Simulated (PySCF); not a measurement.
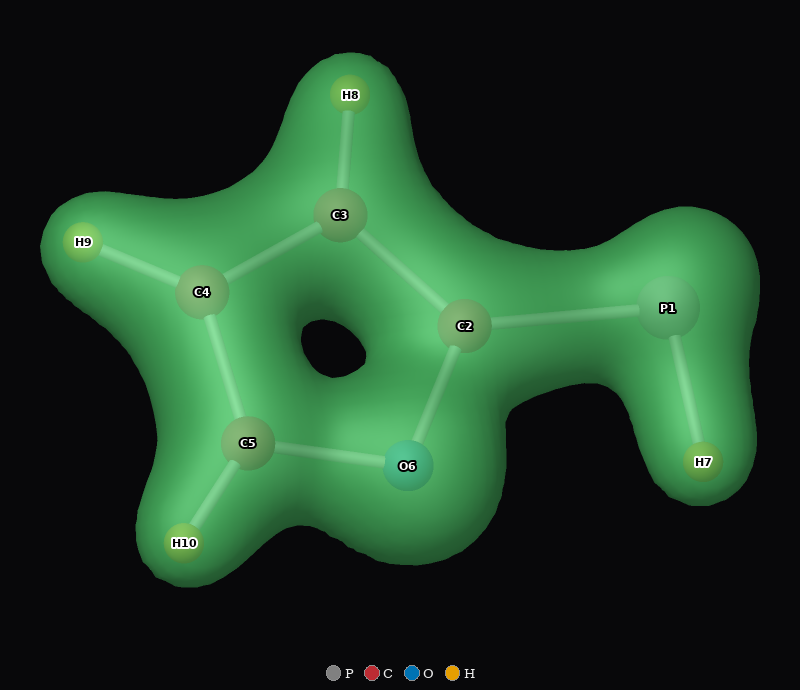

*C₄H₄OP (SMILES [PH-]c1ccco1) (charge −1). Isosurface of the total electron density at 0.6 e/Å³ (green), seen at a tilt.*

Geometry: GFN2-xTB.

Level of theory: PBE0/pcSseg-1, SCF density, gas phase, non-relativistic in PySCF.

```xyz
10

P     2.6213    0.0812   -0.0267
C     0.8658    0.0511   -0.0177
C    -0.0422    1.0626   -0.2796
C    -1.3222    0.4965   -0.1298
C    -1.1355   -0.8070    0.2106
O     0.1954   -1.0919    0.2818
H     2.7114   -1.2409    0.3179
H     0.2021    2.0731   -0.5449
H    -2.2705    0.9906   -0.2560
H    -1.8167   -1.6106    0.4218
```

### What does this surface tell about the bonding?

At this value the surface is in one piece. It bridges the sampled C–O (1.36 Å), C–C (1.36 Å), C–P (1.76 Å) and C–H (1.07 Å) contacts, where the density stays above the isovalue. On the grid the lowest density along these lines, outside the cores, is 1.9 e/Å³ (C–O, 1.36 Å), 2.2 e/Å³ (C–C, 1.36 Å), 1.1 e/Å³ (C–P, 1.76 Å) and 1.9 e/Å³ (C–H, 1.07 Å).
